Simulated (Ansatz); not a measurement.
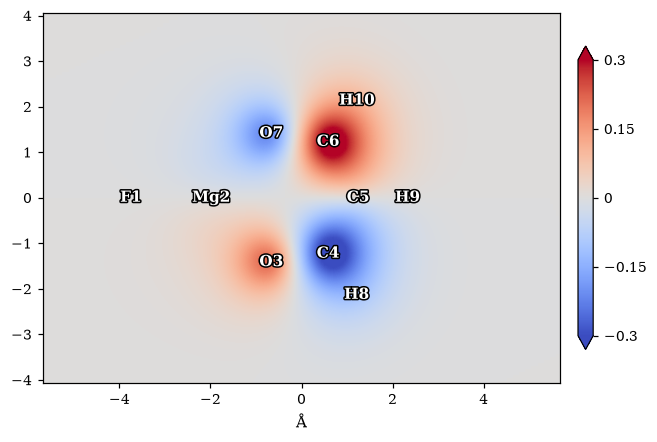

C3H3FMgO2 (SMILES [F][Mg-]1[O]C=CC=[O+]1). One frontier orbital on a plane 0.8 Å above the molecular plane (values in Å⁻³ᐟ²; the overall sign is arbitrary).

Geometry: PBE0-D4/def2-TZVP.

Computed with RKS PBE0-D4/def2-TZVPP in Ansatz.

Input file:

```
crystal:
  periodic: [false, false, false]
  atoms:
    - {symbol: F, position_ang: [1.626362, -3.377230, 0.301840]}
    - {symbol: Mg, position_ang: [0.868714, -1.798378, 0.160957]}
    - {symbol: O, position_ang: [-0.976226, -1.218087, 0.105965]}
    - {symbol: C, position_ang: [-1.347469, -0.016150, -0.001444]}
    - {symbol: C, position_ang: [-0.523936, 1.104133, -0.099416]}
    - {symbol: C, position_ang: [0.868374, 1.039052, -0.090351]}
    - {symbol: O, position_ang: [1.574100, -0.003587, 0.003738]}
    - {symbol: H, position_ang: [-2.431695, 0.155480, -0.018725]}
    - {symbol: H, position_ang: [-0.990359, 2.076237, -0.186746]}
    - {symbol: H, position_ang: [1.415235, 1.987428, -0.173020]}
basis:
  gaussian: {orbitals: def2-TZVPP}
hamiltonian: {xc: pbe0, dispersion: d4}
output: {orbitals: {seedname: orbitals}}
```

Run with:

```sh
ansatz run in.yaml --threads 4 --pin off --events-out ev --progress --plain --max-ram 11315MiB
```

### Which orbital is it: HOMO or LUMO?

The LUMO, at −2.22 eV. Its weight (Hirshfeld) is mainly on C4 (about 25 %), C6 (about 25 %), O3 (about 15 %) and O7 (about 15 %); it changes sign across the molecular plane (π type); π-bonding across C4–C5; π-antibonding (a node) across O3–C4, C5–C6 and C6–O7.
